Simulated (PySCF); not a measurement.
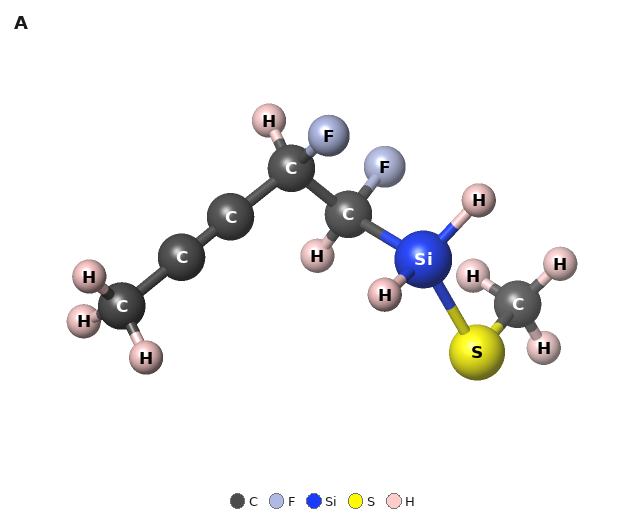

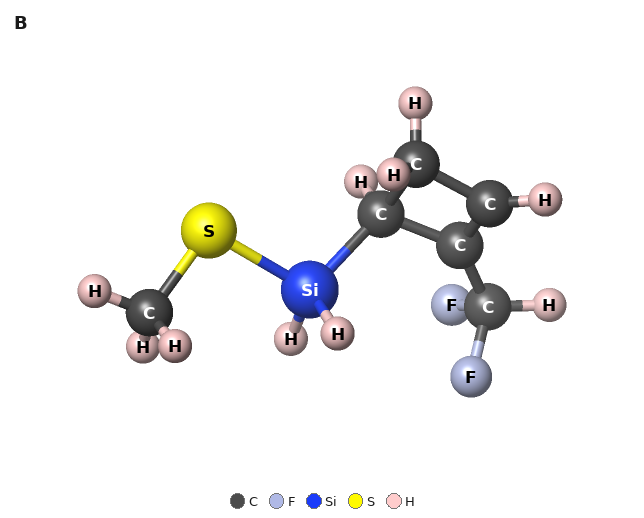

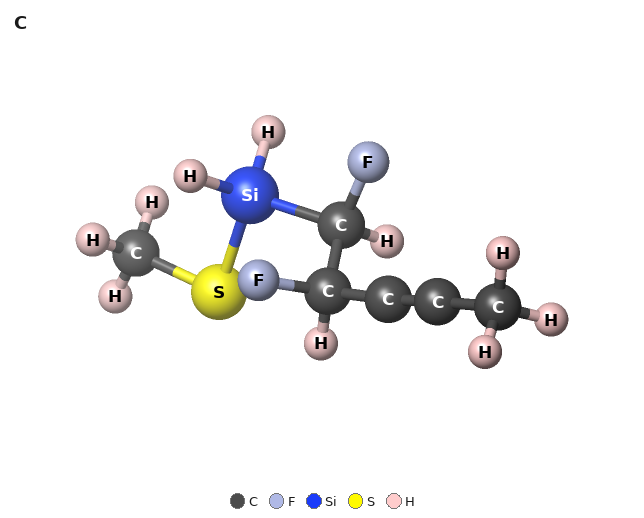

3 stationary structures of one formula. Geometries: GFN2-xTB. Electronic energies: PBE0/pcSseg-1 (PySCF 2.14.0), without zero-point energy. No frequency run is at hand to confirm each as a minimum. Each is one conformer, not always the lowest.

Question: Rank them by energy, lowest first.

Answer: B is lowest; A lies 75.4 kJ/mol above it, C lies 87.6 kJ/mol above it. A is `CC#C[C@@H](F)[C@@H](F)[SiH2]SC`, B is `CS[SiH2][C@H]1CC=C1C(F)F`, C is `CC#C[C@@H](F)[C@H](F)[SiH2]SC`.

The geometry is semi-empirical. Around Si such bond lengths and angles can be off by a tenth of an ångström or more and by several degrees, and values that hang on the shape move with them.
